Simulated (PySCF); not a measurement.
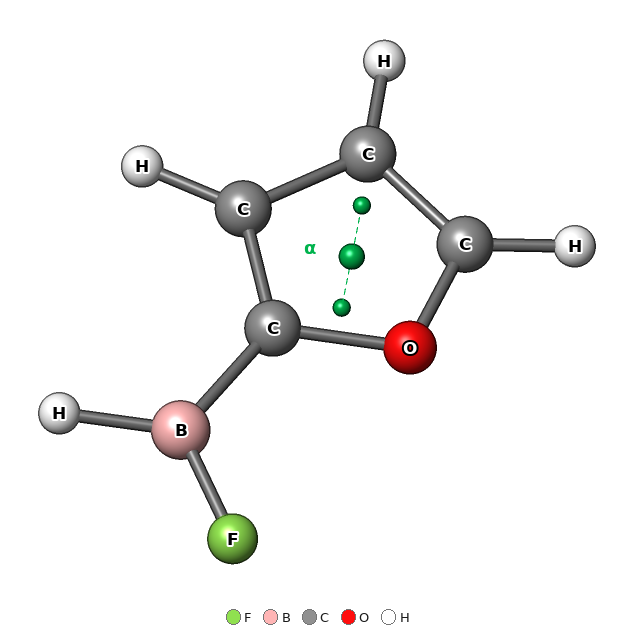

The small points mark where nucleus-independent chemical shifts (NICS) were computed: at the centre of each lettered ring and 1 Å above and below it. The computed structure is the end point of a PBE0-D3(BJ)/def2-SVP optimisation. No frequency run is at hand to confirm it as a minimum. Level of theory: GIAO B3LYP/pcSseg-1 NMR shielding, non-relativistic, gas phase (PySCF 2.14.0).

Give NICS(0), NICS(1) and the out-of-plane component NICS(1)zz for each ring (means of the two sides).

| ring | members | NICS(0) | NICS(1) | NICS(1)zz |
| --- | --- | --- | --- | --- |
| α | C4O | −11.3 | −10.7 | −27.1 |

Values in ppm.

### What do the values say about the ring currents?

Ring α: diatropic, as in an aromatic ring. NICS is one index among several.
